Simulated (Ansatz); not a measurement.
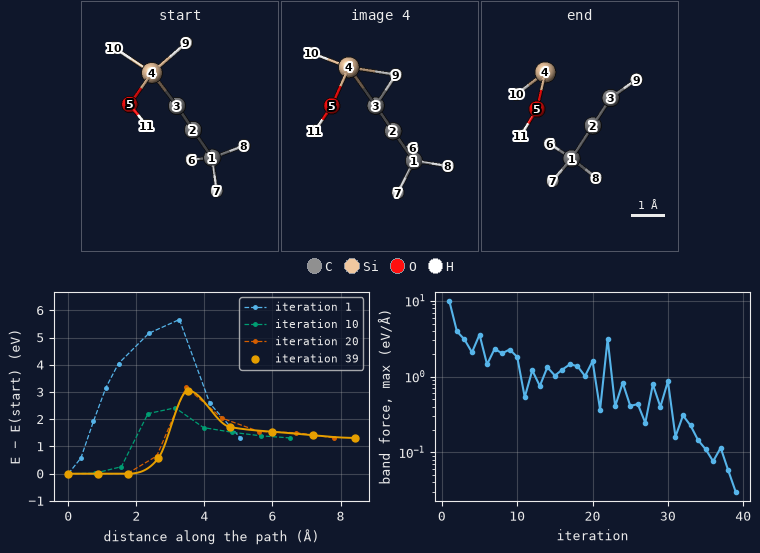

NEB run on C₃H₆OSi. Images are numbered from 0 (start) to 8 (end). The plot follows the band through its iterations. Style: ball-and-stick. Shown from a free direction.

Computed with Ansatz 0.2.0, RKS B3LYP-D4/6-31G. Set-up: 7 movable images; climbing image; force threshold 0.05 eV/Å; iteration limit 56; starting path through a guess of the saddle point.

Did the band converge, and can the barrier be trusted?

The result is final at these settings. The band converged in 39 iterations. The largest component of the band force went from 9.9 to 0.03 eV/Å. The climbing image converged on the top of the path. Its vibrational analysis gives one imaginary mode (1088i cm⁻¹), as a transition state must have. The first iteration put the highest image at 5.66 eV. The highest point, image 4, lies 3.05 eV above the start and 1.74 eV above the end; the end is at +1.31 eV relative to the start.

Limits of the set-up: the basis has no polarisation functions, which atoms past neon need.

Cost: 12 min on 1 thread of Arm Neoverse V2, on a shared host, peak memory 0.14 GiB.
